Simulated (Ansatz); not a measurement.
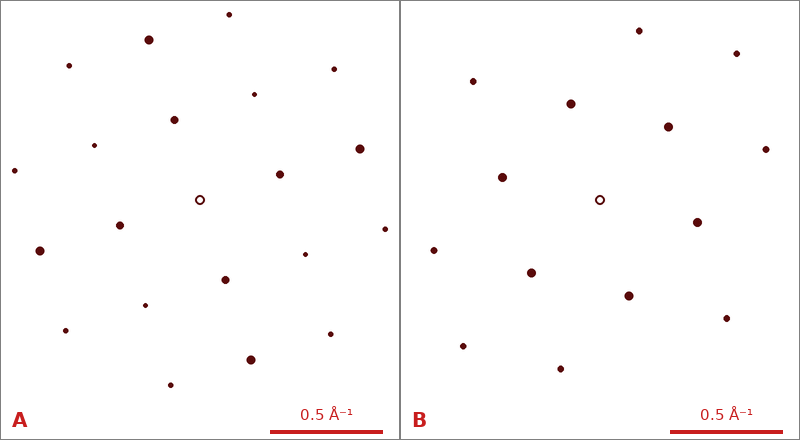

Kinematic electron diffraction patterns (200 kV, B = 0.5 Å², same scale, each along a low-index zone) of two structures of composition Ag2Pt, each relaxed at zero pressure with DFT PBE, scalar-relativistic, plane waves, PAW (Ansatz 0.2.0).

The structures (standard cells):
1. Fd-3m (No. 227), a = 7.496 Å, 24 atoms; generated start, possibly hypothetical
2. Fm-3m (No. 225), a = 6.274 Å, 12 atoms; generated start, possibly hypothetical

> Which pattern belongs to which structure, and along which zone?

A is structure 1 along [001] or an equivalent direction: square net of 2 -2 0 at d = 2.65 Å and 2 2 0 at d = 2.65 Å, 90.0° apart (some points of this net are extinct or too weak to see). B is structure 2 along [111] or an equivalent direction: hexagonal net of -2 2 0 at d = 2.22 Å and -2 0 2 at d = 2.22 Å, 60.0° apart.

> Rank the structures by their computed energy.

Structure 1 (Fd-3m, 17.55 Å³ an atom) is the lowest of these; structure 2 (Fm-3m, 20.58 Å³ an atom) lies about 29 meV an atom higher. These are static energies at 0 K; other structures, not shown, may lie lower still.
